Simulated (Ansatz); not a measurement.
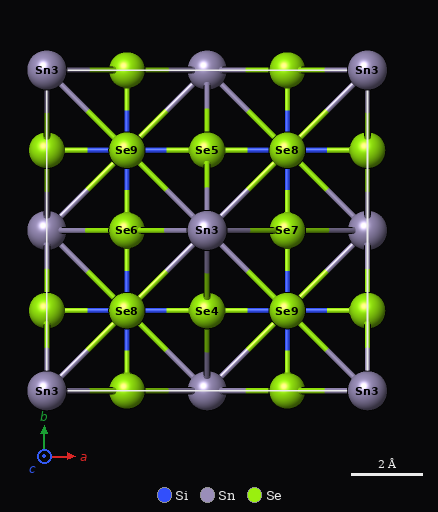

Starting structure of a crystal of Si$_{2}$SnSe$_{6}$ (a generated structure, set up in Fm-3m) (coarse preliminary run). Style: ball-and-stick. Shown: the conventional cell (4 times the calculation's cell), along the c axis. Lengths and directions refer to the drawn axes.

Theory: DFT PBE, scalar-relativistic, plane waves, PAW in Ansatz 0.2.0.

Input file:
```yaml
crystal:
  lattice:
    - [0.0, 4.54427602, 4.54427602]
    - [4.54427602, 0.0, 4.54427602]
    - [4.54427602, 4.54427602, 0.0]
  atoms:
    - { symbol: Si, position: [0.75, 0.75, 0.75] }
    - { symbol: Si, position: [0.25, 0.25, 0.25] }
    - { symbol: Sn, position: [0.0, 0.0, 0.0] }
    - { symbol: Se, position: [0.5, 0.0, 0.0] }
    - { symbol: Se, position: [0.0, 0.5, 0.5] }
    - { symbol: Se, position: [0.0, 0.5, 0.0] }
    - { symbol: Se, position: [0.5, 0.0, 0.5] }
    - { symbol: Se, position: [0.0, 0.0, 0.5] }
    - { symbol: Se, position: [0.5, 0.5, 0.0] }
basis:
  ecutwfc: 420
kpoints:
  mp_grid: { grid: [4, 4, 4] }
hamiltonian:
  xc: pbe
scf:
  occupations: { method: gaussian, width: 0.1 }
  lower_state_search: "off"
output:
  forces: true
  stress: true
  eigenvalues: true
relax:
  adjacent_minimum: "off"
  f_tol: 0.04
  max_steps: 70
  cell: { stress_tol: 0.4 }
```

Run as
```bash
ansatz run input.yaml --threads 1 --pin off --max-ram 2048MiB --backend cpu --events-out ev --progress --plain --runs-dir out
```

### Where does the relaxation end?

Over 3 accepted moves (4 points after the start) the energy falls by 229 meV per atom. All forces vanish by symmetry, so only the cell relaxes. The pressure goes from 17.75 to 0.15 GPa. The SCF was repeated once at an unchanged geometry on a basis and grid sized afresh for the cell, which shifted the energy by 0.7 meV per atom at most. The atoms keep their places relative to the cell (all moves are under 0.005 Å). The drawn cell changes as follows: a = b = c 9.089 → 9.761 Å (+7.4 %); the volume changes by +23.9 %. Some distances before and after: Sn3–Se4 3.213 → 3.451 Å, Si1–Se4 2.272 → 2.440 Å. The space group stays Fm-3m (No. 225). Cost: 42 s on 1 thread of Arm Neoverse V2 (shared host), peak memory 0.6 GiB.

The structure at the end:

```
CELL_PARAMETERS angstrom
0.00000 4.88030 4.88030
4.88030 0.00000 4.88030
4.88030 4.88030 0.00000
ATOMIC_POSITIONS crystal
Si 0.75000 0.75000 0.75000
Si 0.25000 0.25000 0.25000
Sn 0.00000 0.00000 0.00000
Se 0.50000 0.00000 0.00000
Se 0.00000 0.50000 0.50000
Se 0.00000 0.50000 0.00000
Se 0.50000 0.00000 0.50000
Se 0.00000 0.00000 0.50000
Se 0.50000 0.50000 0.00000
```

The end point in the same view:

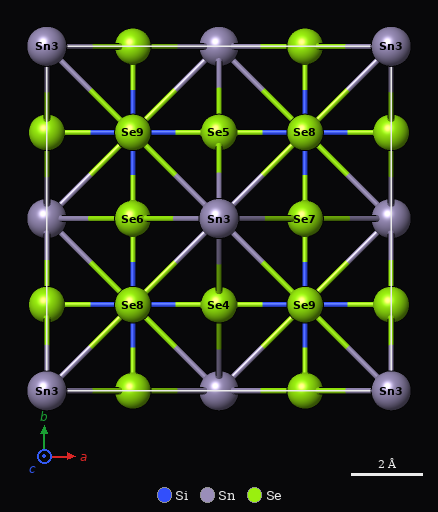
